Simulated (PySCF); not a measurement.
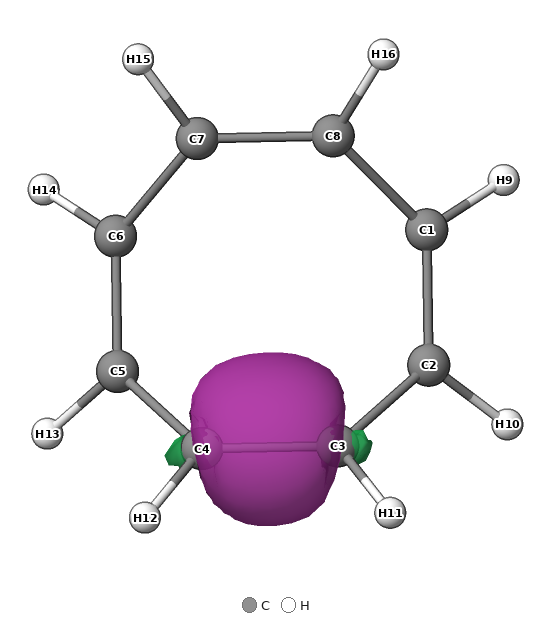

*C8H8, SMILES `C1=CC=CC=CC=C1`. Intrinsic bond orbitals (IBO), occupied; each surface holds about 80 % of the orbital's density. Energies are diagonal elements of the Fock matrix.*

Level of theory: CAM-B3LYP/def2-SVP (PySCF), at a geometry from GFN2-xTB. No frequency check shows the geometry to be a minimum.

The calculation's input:

```python
import numpy as np
from pyscf import gto, scf, dft, lo
from pyscf.data.elements import chemcore

def solve(mol, dm0=None, hcore=None):
    mf = (dft.UKS if mol.spin else dft.RKS)(mol, xc='camb3lyp')
    mf.grids.level = 3
    mf = mf.density_fit(auxbasis='def2-universal-jkfit')
    mf.conv_tol, mf.max_cycle = 1e-8, 80
    if hcore is not None:
        mf.get_hcore = lambda *args: hcore
    mf.kernel(dm0)
    if not mf.converged:
        mf = mf.newton().run(mf.mo_coeff, mf.mo_occ, max_cycle=30)
    assert mf.converged, 'SCF not converged'
    return mf

mol = gto.M(atom='''
C      1.59153     0.46764    -0.41319
C      1.42496    -0.84919    -0.41262
C      0.46734    -1.59180     0.41207
C     -0.84941    -1.42450     0.41348
C     -1.59149    -0.46704    -0.41245
C     -1.42506     0.84864    -0.41302
C     -0.46785     1.59187     0.41216
C      0.84999     1.42459     0.41382
H      2.37995     0.90663    -1.01495
H      2.07917    -1.47119    -1.01390
H      0.90674    -2.38094     1.01256
H     -1.47091    -2.07885     1.01512
H     -2.38029    -0.90565    -1.01396
H     -2.07987     1.46933    -1.01500
H     -0.90678     2.38089     1.01316
H      1.47189     2.07856     1.01545
''', basis='def2-svp', charge=0, spin=0, verbose=4)
mf = solve(mol)
occ_all = mf.mo_coeff[:, mf.mo_occ > 0]
occ = occ_all[:, chemcore(mol):]
loc = lo.ibo.ibo(mol, occ, iaos=lo.iao.iao(mol, occ_all))
fock, s = mf.get_fock(), mf.get_ovlp()
ortho = lo.orth_ao(mol, 'meta_lowdin')
ortho = lo.vec_lowdin(lo.iao.iao(mol, occ_all), s)
labels = lo.iao.reference_mol(mol).ao_labels(fmt=None)
vir = lo.vvo.livvo(mol, occ_all, mf.mo_coeff[:, mf.mo_occ == 0])
both = np.hstack([loc, vir])
p = (ortho.T @ s @ both) ** 2
pop = np.array([p[[l[0] == a for l in labels]].sum(0) for a in range(mol.natm)])
spd = np.array([[p[[l[0] == a and l[2][-1] == k for l in labels]].sum(0) for k in 'spd'] for a in range(mol.natm)])
eps = np.einsum('pi,pq,qi->i', both, fock, both)
for i in np.argsort(eps):
    top = np.argsort(-pop[:, i])[:3]
    print('%3d %s %9.4f Eh ' % (i + 1, 'occ' if i < loc.shape[1] else 'vir', eps[i]), '  '.join('%s%d %.3f' % (mol.atom_symbol(a), a + 1, pop[a, i]) for a in top))
np.savez('result.npz', c=both, nocc=loc.shape[1], pop=pop, spd=spd, eps=eps, e=mf.e_tot)
```

Run with:

```sh
OMP_NUM_THREADS=1 python input.py
```

The run took 30 s on 1 thread of Arm Neoverse V2 (shared host), peak memory 0.66 GiB.

> What does this orbital represent?

σ bond C4–C3 (C4 50 %, C3 50 %; −18.5 eV).
